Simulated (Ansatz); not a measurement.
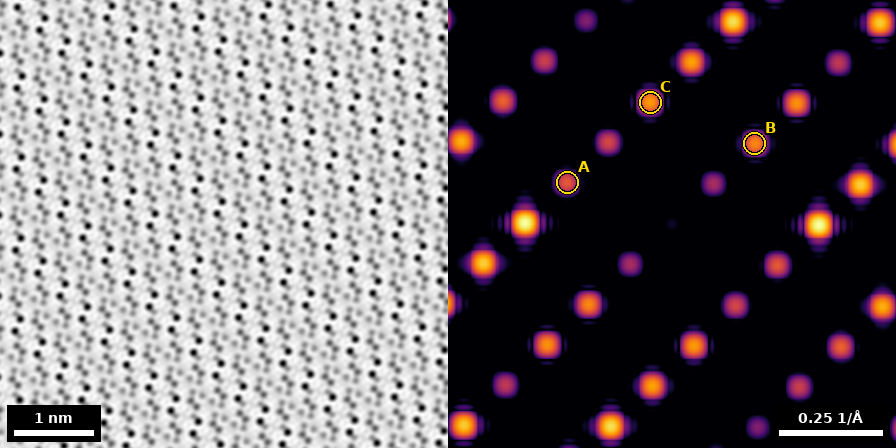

HRTEM-like image of a crystal. Simulated in the weak-phase-object approximation with neutral-atom potentials: 300 kV, Cs = 40 µm, defocus −106 Å (negative is underfocus), defocus spread 15 Å, aperture 1.15 1/Å.

The right panel is the modulus of the image's Fourier transform on a logarithmic scale.

Which lattice spacings do the marked spots stand for, and what angle do A and B enclose?

Answer. A: 3.6 Å, B: 3.6 Å, C: 3.3 Å; A and B enclose about 115°.

The crystal is RbNa3S2 (C2/m, No. 12) along [110]; the spots are (-1 1 1), (0 0 -2) and (-1 1 -1). Model: the geometry relaxed (final pressure about 5 GPa) with Ansatz 0.2.0, DFT, PAW plane waves, r2scan; the starting structure was generated, so it need not be a known form of this composition.
